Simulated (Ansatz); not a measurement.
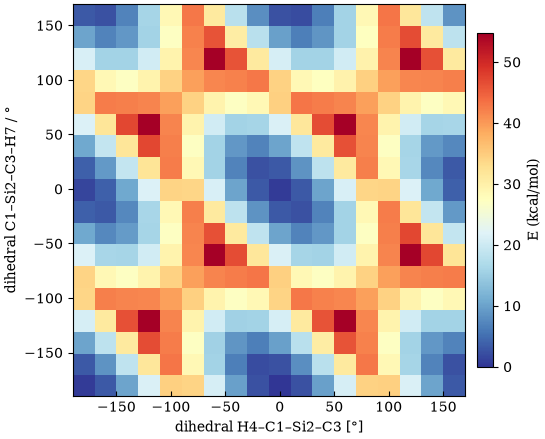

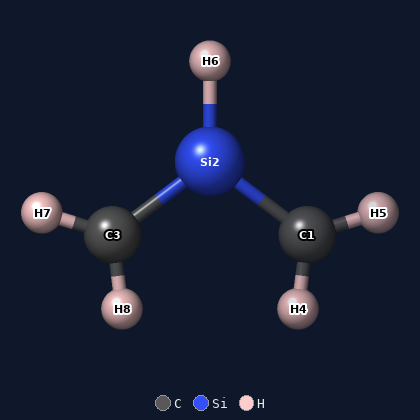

Energy landscape of C₂H₅Si, SMILES C=[SiH][CH2+], charge +1. 
- Coordinates scanned: (1) dihedral H4–C1–Si2–C3; (2) dihedral C1–Si2–C3–H7.
- Nothing is relaxed (all other coordinates rigid).
- The scan uses an 18 × 18 grid; 168 points were computed and 156 follow by symmetry.
- Energies are in kcal/mol, from the lowest grid point.
- Energies and slopes of some neighbouring points disagree (a jump in structure or state, or too coarse a mesh).
- Computed with RHF/def2-TZVP (Ansatz 0.2.0).

The picture shows one coloured cell a grid point. The second picture is the structure at the lowest point.

What does the map say about the system?

Answer. The lowest grid point is at dihedral H4–C1–Si2–C3 = 0°, dihedral C1–Si2–C3–H7 = −180°. Other grid points that lie below all their neighbours: dihedral H4–C1–Si2–C3 = −180°, dihedral C1–Si2–C3–H7 = −180° (0.6 kcal/mol higher); dihedral H4–C1–Si2–C3 = 0°, dihedral C1–Si2–C3–H7 = 0° (0.6 kcal/mol higher); dihedral H4–C1–Si2–C3 = −180°, dihedral C1–Si2–C3–H7 = 0° (1.3 kcal/mol higher). The highest grid point, dihedral H4–C1–Si2–C3 = −120°, dihedral C1–Si2–C3–H7 = 60°, lies 54.8 kcal/mol above the lowest.

The values on the grid:

| dihedral C1–Si2–C3–H7 ↓, dihedral H4–C1–Si2–C3 → | −160 | −120 | −80 | −40 | 0 | 40 | 80 | 120 | 160 |
| --- | --- | --- | --- | --- | --- | --- | --- | --- | --- |
| 140 | 6.9 | 15.7 | 42.1 | 30.6 | 9.6 | 8.6 | 27.2 | 46.8 | 18.3 |
| 100 | 28.5 | 29.4 | 39.4 | 42.1 | 34.2 | 27.2 | 34.5 | 41.5 | 42.2 |
| 60 | 31.9 | 54.8 | 29.4 | 15.7 | 21.2 | 46.8 | 41.5 | 20.5 | 16.1 |
| 20 | 9.2 | 31.9 | 28.5 | 6.9 | 3.1 | 18.3 | 42.2 | 16.1 | 3.1 |
| −20 | 3.1 | 16.1 | 42.2 | 18.3 | 3.1 | 6.9 | 28.5 | 31.9 | 9.2 |
| −60 | 16.1 | 20.5 | 41.5 | 46.8 | 21.2 | 15.7 | 29.4 | 54.8 | 31.9 |
| −100 | 42.2 | 41.5 | 34.4 | 27.2 | 34.2 | 42.1 | 39.4 | 29.4 | 28.5 |
| −140 | 18.3 | 46.8 | 27.2 | 8.6 | 9.6 | 30.6 | 42.1 | 15.7 | 6.9 |
| −180 | 3.1 | 21.2 | 34.2 | 9.6 | 0.0 | 9.6 | 34.2 | 21.2 | 3.1 |

The table holds every second grid line.

Each point was launched as `ansatz run input.yaml --threads 1 --pin off --max-ram 2560MiB --backend cpu --events-out ev --progress --plain --runs-dir out`. The whole map (168 points run) took 17 min on 1 thread of AMD EPYC 7571, with other jobs on the host.
